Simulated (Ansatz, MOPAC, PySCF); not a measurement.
C2H2 (SMILES C#C) with C2H2 (SMILES C#C) on the geometries of the S66x8 set, where R/Re scales the closest contact. Geometry at R/Re = 1.00 (charge 0, multiplicity 1):
```xyz
8

C     -0.59913    -0.07436    -2.19272
H     -1.66114    -0.07431    -2.19865
C      0.61271    -0.07445    -2.18950
H      1.67473    -0.07458    -2.18969
C     -0.00482     0.05528     1.58571
H     -0.00143     0.02154     0.52241
C     -0.00876     0.09357     2.79717
H     -0.01203     0.12694     3.85808
```

Interaction energies with rigid monomers; basis-set methods are counterpoise corrected unless marked otherwise.

Rows in STO-3G carry no dispersion term and start afresh at each structure. The state that PM3, PM7 reach isn't checked; PM7 holds dispersion and hydrogen-bond terms.

Run with Ansatz (an electronic-structure program) with Gaussian orbitals; MOPAC for PM3, PM7 (differences of heats of formation); PySCF for STO-3G rows, the dispersion terms. 

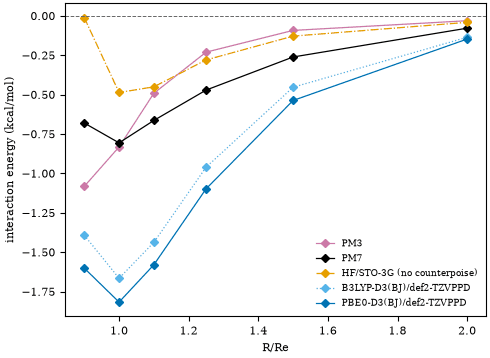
Fig. 1. Interaction energy against separation

Problem. Which level binds most strongly at R/Re = 1.00, and by how much?

Solution. PBE0-D3(BJ)/def2-TZVPPD, -1.8 kcal/mol.
